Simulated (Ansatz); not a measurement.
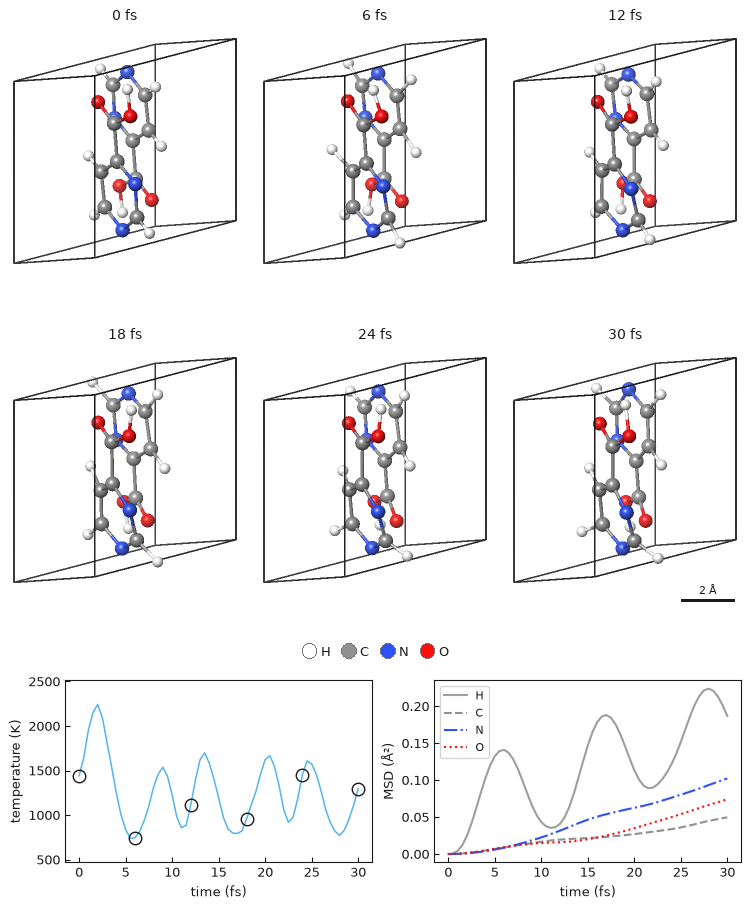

First-principles dynamics of a 26-atom cell of H4C5N2O2 (set up in P2_1/m), 30 fs long. Frames and the history of the run. A ball-and-stick model of the simulation cell, seen from a free direction.

Computed with DFT PBE, scalar-relativistic, plane waves, PAW (Ansatz 0.2.0). Settings: plane-wave cutoff 420 eV; k-point mesh 2 × 2 × 2; Fermi-Dirac smearing 0.05 eV; low-accuracy preset; Langevin thermostat (NVT); set temperature 1500 K; time step 0.5 fs; friction 0.005 per fs.

What do the frames and curves show?

The mean temperature in the second half is 1150 K (standard deviation 282 K). The potential energy in the second half lies on average 42.5 meV per atom above the first frame. In the second half of the run the atoms are, in the root-mean-square, this far from where they began (common drift taken out): H 0.40 Å, N 0.27 Å, O 0.21 Å, C 0.18 Å. The heavy atoms stay within a fraction of a molecule's size of their starting places; so short a run doesn't tell a liquid from a solid.

Limits of the set-up: the program's low-accuracy preset was used.

The run took roughly 7 core-minutes on a shared host.
